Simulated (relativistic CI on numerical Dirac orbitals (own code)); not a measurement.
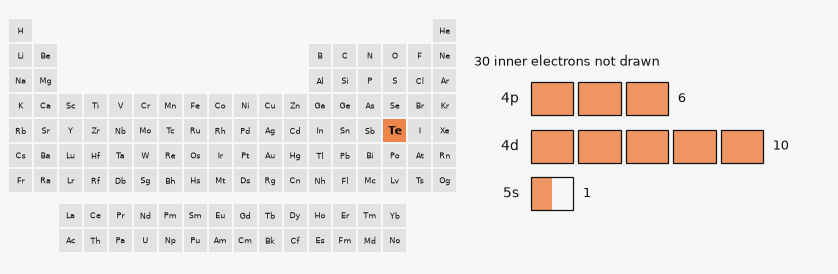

*Left, the place of tellurium in the periodic table; right, the outer shells of the leading configuration of the lowest level: a box for each of the 2l + 1 orbitals, shaded by the share of the shell that is filled, with the electron count at the right.*

## Relativistic CI calculation for Te⁵⁺

Te⁵⁺. Computed at this level: Dirac-Coulomb-Breit CI, KLI orbitals optimised for each configuration, model QED (radiative potential, 1s self-energy scaled to tabulated hydrogen-like ionisation energies), configuration energies shifted to the measured levels that pair with them (semi-empirical) (relativistic CI on numerical Dirac orbitals, in-house).

## Input file
```
atom Te  Z=52  charge=5  electrons=47
nucleus A=130  rms_radius_fm=4.7423
hamiltonian dirac-coulomb  breit=on  qed=on  c_scale=1
orbitals kli  potential=per-configuration
slater_scale 1
correlation fit
mixing on
configurations
  [Kr] 4d10 5s
  [Kr] 4d10 5p
  [Kr] 4d10 5d
  [Kr] 4d10 6s
  [Kr] 4d10 6p
  [Kr] 4d9 5s 5p
  [Kr] 4d9 5p2
  [Kr] 4d10 5f
  [Kr] 4d10 5g
  [Kr] 4d10 4f
  [Kr] 4d9 5s2
  [Kr] 4d9 4f 5s
  [Kr] 4d10 6d
  [Kr] 4d8 5s 5p2
  [Kr] 4d10 7s
  [Kr] 4d10 7p
  [Kr] 4d10 6f
  [Kr] 4d10 7d
  [Kr] 4d9 5p 5d
  [Kr] 4d9 4f 5p
  [Kr] 4d8 4f2 5s
  [Kr] 4d8 5s 5d2
  [Kr] 4d9 5s 6s
  [Kr] 4d9 5s 5d
  [Kr] 4d8 5s2 5p
  [Kr] 4d9 5s 6p
  [Kr] 4d9 5p 5f
  [Kr] 4d9 5d2
  [Kr] 4d9 4f 5d
  [Kr] 4d9 4f2
end
```

Launched within a batch (the task file carries these settings):
```bash
python <driver script> task.json out
```

The program writes its results to a structured record and prints no log; tables and figures of this report are taken from that record.

## The lowest 20 levels

| Configuration | Level | E (cm⁻¹) | LS purity (%) | Landé g | Lifetime (s; – stable or not computed) |
| --- | --- | --- | --- | --- | --- |
| 4d¹⁰ 5s | ²S₁/₂ | 0 | 98 | 2.002 | – |
| 4d¹⁰ 5p | ²P°₁/₂ | 93,580 | 99 | 0.666 | 7.0×10⁻¹⁰ |
| 4d¹⁰ 5p | ²P°₃/₂ | 104,900 | 99 | 1.334 | 4.9×10⁻¹⁰ |
| 4d¹⁰ 5d | ²D₃/₂ | 238,100 | 99 | 0.799 | 1.2×10⁻¹⁰ |
| 4d¹⁰ 5d | ²D₅/₂ | 239,700 | 99 | 1.200 | 1.4×10⁻¹⁰ |
| 4d¹⁰ 4f | ²F°₇/₂ | 270,100 | 100 | 1.143 | 1.3×10⁻⁸ |
| 4d¹⁰ 4f | ²F°₅/₂ | 270,300 | 100 | 0.857 | 1.1×10⁻⁸ |
| 4d¹⁰ 6s | ²S₁/₂ | 278,400 | 100 | 2.002 | 8.8×10⁻¹¹ |
| 4d⁹ 5s² | ²D₅/₂ | 294,500 | 97 | 1.200 | 4.2×10⁻⁷ |
| 4d⁹ 5s² | ²D₃/₂ | 306,300 | 97 | 0.799 | 6.3×10⁻⁸ |
| 4d¹⁰ 6p | ²P°₁/₂ | 314,300 | 100 | 0.666 | 2.9×10⁻¹⁰ |
| 4d¹⁰ 6p | ²P°₃/₂ | 318,500 | 100 | 1.334 | 3.3×10⁻¹⁰ |
| 4d⁹ 5s 5p | ⁴P°₅/₂ | 367,100 | 87 | 1.564 | 2.0×10⁻⁷ |
| 4d¹⁰ 6d | ²D₃/₂ | 373,400 | 100 | 0.799 | 3.9×10⁻¹⁰ |
| 4d¹⁰ 6d | ²D₅/₂ | 374,100 | 100 | 1.200 | 4.4×10⁻¹⁰ |
| 4d⁹ 5s 5p | [(4d₅/₂)⁵ 5s 5p₁/₂] J = 5/2 | 374,300 | 54 | 0.997 | 6.3×10⁻⁹ |
| 4d⁹ 5s 5p | ⁴F°₇/₂ | 374,600 | 71 | 1.247 | 2.0×10⁻⁸ |
| 4d⁹ 5s 5p | ⁴P°₃/₂ | 375,000 | 70 | 1.535 | 1.2×10⁻⁹ |
| 4d¹⁰ 5f | ²F°₅/₂ | 376,200 | 97 | 0.863 | 1.7×10⁻¹⁰ |
| 4d¹⁰ 5f | ²F°₇/₂ | 376,200 | 99 | 1.143 | 1.7×10⁻¹⁰ |

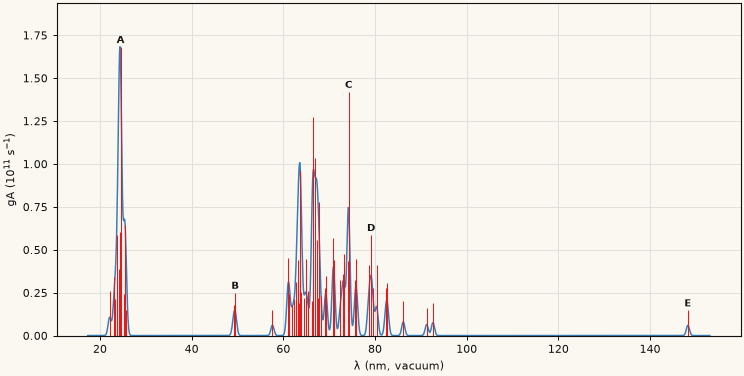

*The stronger electric dipole lines (weighted rates gA) for Te⁵⁺ (tellurium, Z = 52). The envelope is a Gaussian of full width 0.8 nm, scaled to the tallest stick.*

A: 4d⁹ 5p² ²D₅/₂ → 4d¹⁰ 5p ²P°₃/₂, 24.52 nm, gA = 1.7×10¹¹ s⁻¹; B: 4d¹⁰ 6f ²F°₇/₂ → 4d¹⁰ 5d ²D₅/₂, 49.54 nm, gA = 2.5×10¹⁰ s⁻¹; C: 4d⁹ 5s 5d ²G₉/₂ → 4d⁹ 5s 5p ²F°₇/₂, 74.22 nm, gA = 1.4×10¹¹ s⁻¹; D: 4d⁹ 5s 5p ²F°₇/₂ → 4d⁹ 5s² ²D₅/₂, 79.13 nm, gA = 5.9×10¹⁰ s⁻¹; E: 4d¹⁰ 6f ²F°₇/₂ → 4d¹⁰ 6d ²D₅/₂, 148.3 nm, gA = 1.5×10¹⁰ s⁻¹. The strongest, A, lies in the extreme ultraviolet region.

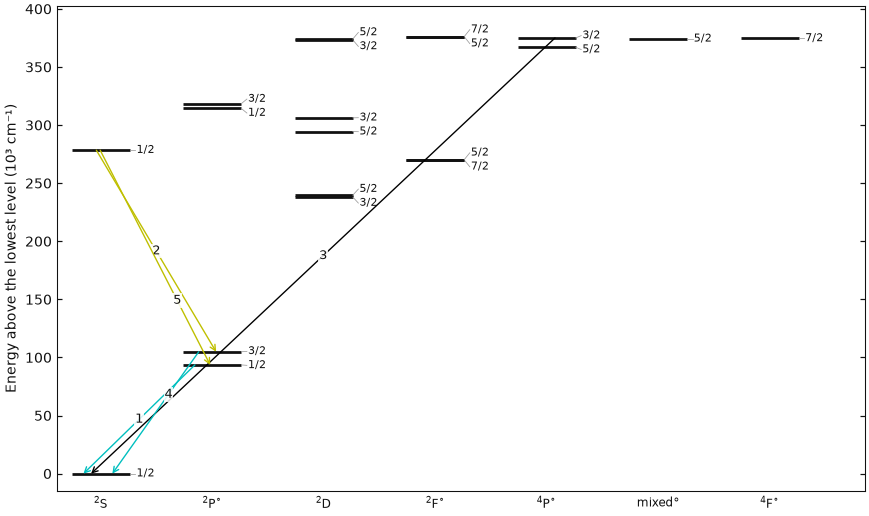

*Levels of Te⁵⁺ (tellurium, Z = 52) with 5 numbered transitions. Rates are at computed energies, in the length gauge.*

| No. | Upper | Lower | Type | λ (vacuum) | A (s⁻¹) |
| --- | --- | --- | --- | --- | --- |
| 1 | 4d¹⁰ 5p ²P°₁/₂ | 4d¹⁰ 5s ²S₁/₂ | E1 | 106.9 nm | 1.4×10⁹ |
| 2 | 4d¹⁰ 6s ²S₁/₂ | 4d¹⁰ 5p ²P°₃/₂ | E1 | 57.62 nm | 7.6×10⁹ |
| 3 | 4d⁹ 5s 5p ⁴P°₃/₂ | 4d¹⁰ 5s ²S₁/₂ | E1 | 26.67 nm | 8.3×10⁸ |
| 4 | 4d¹⁰ 5p ²P°₃/₂ | 4d¹⁰ 5s ²S₁/₂ | E1 | 95.33 nm | 2.0×10⁹ |
| 5 | 4d¹⁰ 6s ²S₁/₂ | 4d¹⁰ 5p ²P°₁/₂ | E1 | 54.10 nm | 3.8×10⁹ |

Line 2 has the largest rate; it falls in the extreme ultraviolet region.

## Results in brief

```tsv
quantity	value
outcome	converged
lowest level	4d¹⁰ 5s ²S₁/₂
first excited level	4d¹⁰ 5p ²P°₁/₂, 93,585 cm⁻¹
levels computed	2536
SCF iterations	280
hardware	1 thread of Arm Neoverse V1, 24 GiB of memory available, shared host
wall time	10 s
```

## Remarks

Limits: shifts are fitted to measured levels, configurations with none paired borrow a shift and can be misplaced by tens of thousands of cm⁻¹; one shift a configuration: terms inside it, and wavelengths, can be off by thousands of cm⁻¹; only a limited list of configurations is included, so lower levels can be missing; only lines among the lowest 111 of 2536 levels are drawn, so those from 4d⁹ 5s 4f are incomplete.
